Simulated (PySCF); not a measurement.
**[GeF3]− (SMILES [F][Ge-]([F])[F]): SVWN5/def2-SVP**

What is the vertical ionisation energy of [GeF3]− at SVWN5/def2-SVP? 

The results are computed with PySCF 2.14.0.

## 1. Starting point

[GeF3]−: 4 atoms, total charge -1, spin state singlet. As SMILES, `[F][Ge-]([F])[F]`. Geometry: a GFN2-xTB relaxation, a rough one for these elements and not checked as a minimum.

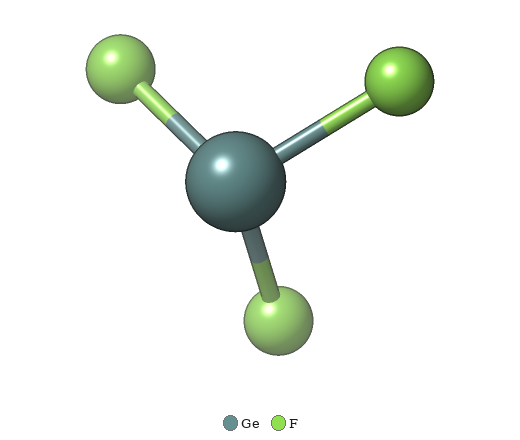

Viewed from a chosen angle; germanium teal, fluorine green.

## 2. The energy at SVWN5/def2-SVP

The input, input.py:

```python
from pyscf import gto, dft

system = gto.M(
    atom=[
    ('Ge', (-0.007690, 0.004630, 0.667770)),
    ('F', (1.806220, -0.034700, -0.209550)),
    ('F', (-0.868040, 1.590930, -0.240550)),
    ('F', (-0.930480, -1.560860, -0.217670)),
],
    max_memory=1860,
    verbose=3,
    basis='def2-svp',
    charge=-1,
)

mf = dft.RKS(system)
mf.xc = 'svwn'
mf.grids.level = 8
mf.conv_tol = 1e-10
mf.kernel()
if not mf.converged:
    mf = mf.newton().run(mf.mo_coeff, mf.mo_occ)

energy = mf.e_tot
print('E(%s) = %.9f' % ('SVWN5', energy))
```

Launch:

```
$ OMP_NUM_THREADS=1 python input.py
```

The program printed:

```text
converged SCF energy = -2371.13583296593
E(SVWN5) = -2371.135832966
```

Run time: 14 s. Hardware: 1 thread of Arm Neoverse V1, shared host; peak memory 0.26 GiB.

## 3. Doublet neutral GeF3

The input, start.xyz:

```xyz
4

Ge    -0.007690     0.004630     0.667770
F      1.806220    -0.034700    -0.209550
F     -0.868040     1.590930    -0.240550
F     -0.930480    -1.560860    -0.217670
```

The input, input.py:

```python
from pyscf import gto, dft

system = gto.Mole()
system.atom = 'start.xyz'
system.verbose = 3
system.max_memory = 1860
system.basis = 'def2-svp'
system.charge = 0
system.spin = 1
system.build()

ks = dft.UKS(system)
ks.xc = 'svwn'
ks.conv_tol = 1e-10
ks.grids.level = 8
ks.kernel()
if not ks.converged:
    ks = ks.newton().run(ks.mo_coeff, ks.mo_occ)

e_final = ks.e_tot
print('E = %.10f Eh' % e_final)
```

Launch:

```
$ OMP_NUM_THREADS=1 python input.py
```

The program printed:

```text
converged SCF energy = -2370.98046046397  <S^2> = 0.75184244  2S+1 = 2.0018416
E = -2370.9804604640 Eh
```

It took 27 s on 1 thread of Arm Neoverse V1, shared host; peak memory 0.26 GiB.

## 4. Outcome

Level: SVWN5/def2-SVP.

| quantity | value |
| --- | --- |
| singlet [GeF3]−: total energy | -2371.13583 Eh |
| singlet [GeF3]−: HOMO energy | -0.65 eV |
| singlet [GeF3]−: LUMO energy | 4.49 eV |
| singlet [GeF3]−: HOMO–LUMO gap (to an unbound level, set by the basis) | 5.14 eV |
| doublet neutral GeF3: total energy | -2370.98046 Eh |
| doublet neutral GeF3: dipole moment | 3.16 D |
| doublet neutral GeF3: HOMO energy (highest over α and β) | -8.58 eV |
| doublet neutral GeF3: LUMO energy (lowest over α and β) | -7.83 eV |
| doublet neutral GeF3: ⟨S²⟩ | 0.752 |
| vertical detachment energy (to the doublet neutral) | 4.228 eV |

Removing an electron at fixed nuclei costs 4.23 eV (408 kJ/mol). −ε(HOMO) before ionisation, 0.65 eV, is 3.58 eV below this ionisation energy.
